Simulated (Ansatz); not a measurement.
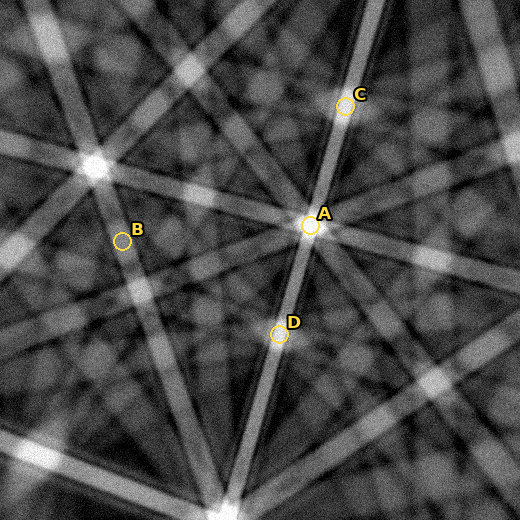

Simulated Kikuchi (electron backscatter) pattern at 15 kV: kinematic bands of width 2θ(Bragg) in gnomonic projection, seen from the camera side; the frame spans ±37° from its centre. Crystal: TaSb, space group P4/mmm (No. 123), a = 2.93 Å, c = 5.64 Å. Structure: coordinates from a relaxation with DFT PBE, scalar-relativistic, plane waves, PAW (Ansatz 0.2.0); the starting structure was generated, so it need not be a known form of this composition.

Pole A is [110] and pole B is [23-1].

Q: Index the poles C and D.

A: C is [210], 18.4° from A and 40.0° from B. D is [120], 18.4° from A and 28.9° from B.

Q: Which band joins A and C, and how wide is it?

A: It comes from the planes common to both zones. The strongest order is 0 0 2 with d = 2.820 Å, so the band is 2θ = 2.0° wide (λ = 0.0994 Å). Other orders of the same planes (0 0 4) lie on the same centre line with other widths.
